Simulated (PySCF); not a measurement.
```xyz
14

C    -3.1491   -0.0756    0.2331
C    -1.7673    0.0259   -0.1525
C    -0.6050    0.0980   -0.4742
Si    1.1629    0.2597   -0.9291
S     1.9027    2.2606   -0.7137
C     2.0846   -0.8187    0.4097
F     1.5483   -2.0470    0.5306
F     3.3883   -1.0059    0.1225
F     2.0532   -0.2721    1.6457
H    -3.4257    0.7829    0.8443
H    -3.7803   -0.0992   -0.6545
H    -3.3066   -0.9884    0.8064
H     1.5603   -0.2609   -2.2251
H     2.3332    2.1402    0.5348
```

Geometry: GFN2-xTB.

Theory: CAM-B3LYP/def2-SVPD, SCF density, gas phase (PySCF).

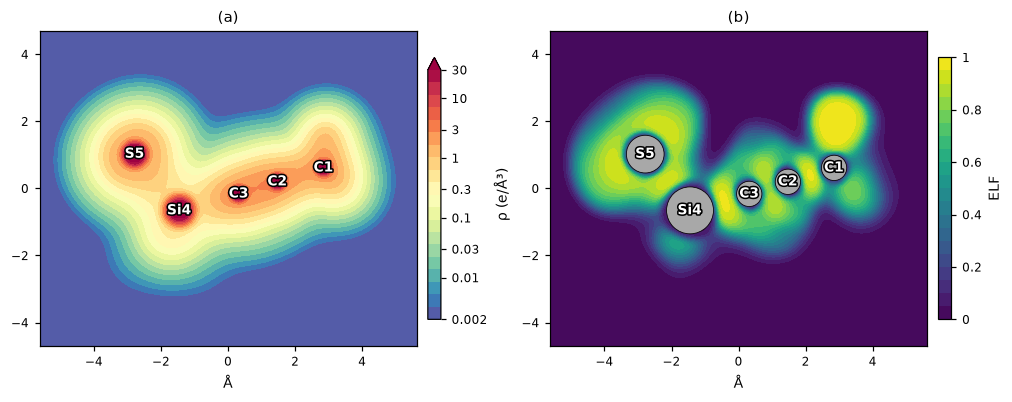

C₄H₅F₃SSi. (a) electron density; (b) electron localisation function on the plane of atoms C3, Si4 and S5. Grey discs cover the atomic cores in the ELF map.

What do the fields say about this system?

Answer. The section cuts through C, Si and S sites.
C–C (1.21 Å): the density is about 2.7 e/Å³ at the midpoint; the ELF peaks at about 0.85 between the atoms: a short, multiple covalent bond.
C–Si (1.83 Å): the density is about 0.97 e/Å³ at the midpoint; the ELF peaks at about 0.95 between the atoms; a covalent bond.
Si–S (2.14 Å): ρ at the midpoint is about 0.83 e/Å³; the ELF peaks at about 0.95 between the atoms; localised, covalent bonding.
The ELF also peaks beside S5, away from the bonds: lone-pair regions.
